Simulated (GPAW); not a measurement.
# Surface energy and work function of Cu(111) from slabs of 3 to 12 layers (PBE)

How do energy and work function of Cu(111) films settle with thickness, and what surface energy follows?

**Method.** GPAW 26.7.0, plane waves at 450 eV with PAW setups; symmetric 1×1 slabs cut at the tabulated lattice constant (two decimals; low-temperature values for the alkali metals), atoms at bulk places, 7.5 Å of vacuum on each side, one in-plane mesh for all thicknesses, Fermi-Dirac smearing of 0.1 eV. Energies are extrapolated to zero smearing and count from the program's reference atoms. Functional PBE. The cell's area is 5.643 Å².

Results, with one row withheld:

```tsv
layers	energy (eV)	work function (eV)
3	−9.9775	4.78
4	−13.5961	4.79
5	−17.2212	4.80
6	−20.8531	4.80
7	−24.4709	4.80
8	−28.1034	4.79
9	−31.7186	4.80
10	−35.3515	4.79
12	?	?
```

Q: What surface energy do these runs give, and what energy and work function should the 12-layer slab have?

**Working.** A slab of n layers has E(n) = nε + 2Aγ once its middle is bulk-like. A line through n = 6 to 10 has the slope ε = −3.6245 eV a layer and the intercept 2Aγ = 0.8961 eV (r.m.s. residual 3.9 meV). So γ = 0.8961 / (2 × 5.643 Å²) = 0.0794 eV/Å² = 1.27 J/m², with a standard error of about 0.02 J/m² from the scatter about the line. For 12 layers: 0.8961 + 12 × (−3.6245) = −42.597 eV; the run gives −42.597 eV, 0.1 meV under the line. The work function has no such law: from 6 to 10 layers it moves between 4.79 and 4.80 eV (mean 4.80), and the 12-layer slab gives 4.80 eV. The thinnest slab, 3 layers, lies −0.02 eV from that mean. The measured value for this face is 4.90 eV (“Anisotropic work function of elemental crystals” (2019, arxiv:1902.07811)); the unrelaxed 12-layer slab lies 0.10 eV under it.

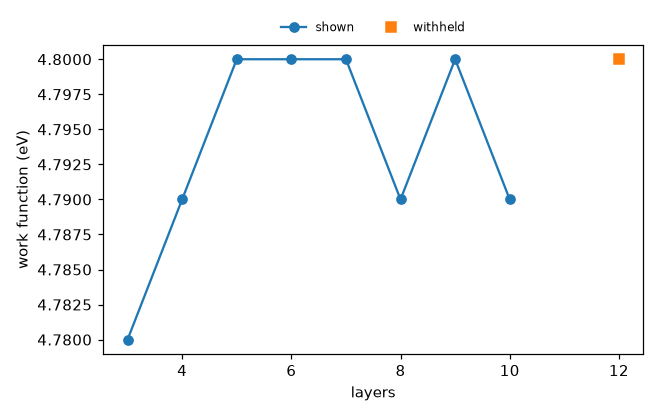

Work function against thickness.

Caveats: The surfaces are unrelaxed, so γ is an upper bound for this functional and lattice constant. The tabulated lattice constant isn't the functional's own, which strains the slab a little.

[Logs are printed without paths, hosts, clocks, repeated set-up lines and the standing remarks that a program may print on its own settings, such as how far it seeks lower states.]
